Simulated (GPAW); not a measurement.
# Convergence study of shifted k-point meshes for CdSe (R3m, 2 atoms in the cell)

```yaml
crystal:
  lattice:
    - [0.00000, 3.04013, 3.04013]
    - [3.04013, 0.00000, 3.04013]
    - [3.04013, 3.04013, 0.00000]
  atoms:
    - { symbol: Cd, position: [0.00475, 0.00475, 0.00475] }
    - { symbol: Se, position: [0.25000, 0.25000, 0.25000] }
```

Method of the run: LDA (Perdew-Wang 92), GPAW PAW datasets LDA (gpaw-data 1.0.1) (plane waves; GPAW 25.7.0).

Base settings: mode = pw; ecut = 600 eV; xc = LDA; kpts = 4 4 4; mesh shift (steps) = 0 0 0; occupations.name = fermi-dirac; occupations.width = 0.01 eV; nbands = -6; convergence.forces = 0.001 eV/Å; convergence.bands = -4.

In this ladder: kpts_shift = 0.5 0.5 0.5.

Only quantities that move along the ladder and can be compared are tabulated.

The count of work is k-points × plane waves × bands × iterations; it is no time. Core times come from one kind of shared machine, to one figure; runs under 30 s give none.

The starting cell has typed, rounded lattice constants, without a prior relaxation at this level. Its lattice was rescaled by up to half a per cent. One atom was moved a little off its site on purpose.

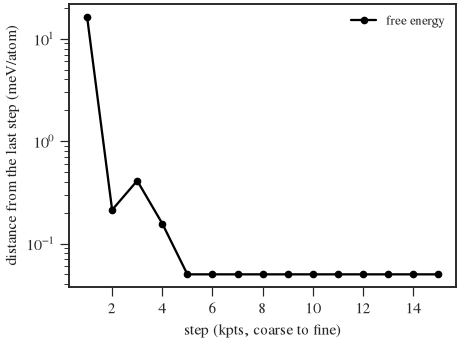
Distance from the last step along the ladder; very small values are drawn at a floor.

```tsv
kpts	free energy less the last step's (meV/atom)	pressure (GPa)	largest difference of a force vector from the last step's (eV/Å)	count of work / last	core time / last (rough)
2 2 2	16.47	-1.85	0.525	0.0030	–
3 3 3	-0.21	-2.04	0.100	0.0095	–
4 4 4	-0.41	-2.05	0.024	0.016	–
5 5 5	-0.16	-2.06	0.005	0.025	–
6 6 6	-0.05	-2.06	0.001	0.036	–
7 7 7	-0.01	-2.05	0.000	0.057	–
8 8 8	0.00	-2.05	0.001	0.078	0.1
9 9 9	0.00	-2.05	0.000	0.11	–
10 10 10	0.00	-2.05	0.000	0.14	0.1
11 11 11	0.00	-2.05	0.000	0.19	0.2
12 12 12	0.00	-2.05	0.000	0.24	0.2
13 13 13	0.00	-2.05	0.000	0.30	0.3
15 15 15	0.00	-2.05	0.000	0.45	0.4
17 17 17	0.00	-2.05	0.000	0.64	0.5
18 18 18	0.00	-2.05	0.000	0.74	0.8
20 20 20	0.00	-2.05	0.000	1.0	1
```

Coarsest kpts that holds the pressure within 0.1 GPa of the last step, with all finer ones: 3 3 3, at 0.0095 of the last step's count of work; the step before is off by 0.20 GPa.

Coarsest kpts that holds the free energy within 0.5 meV/atom of the last step, with all finer ones: 3 3 3, at 0.0095 of the last step's count of work; the step before is off by 16 meV/atom.

Coarsest kpts that holds the forces within 0.02 eV/Å of the last step, with all finer ones: 5 5 5, at 0.025 of the last step's count of work; the step before is off by 0.024 eV/Å.
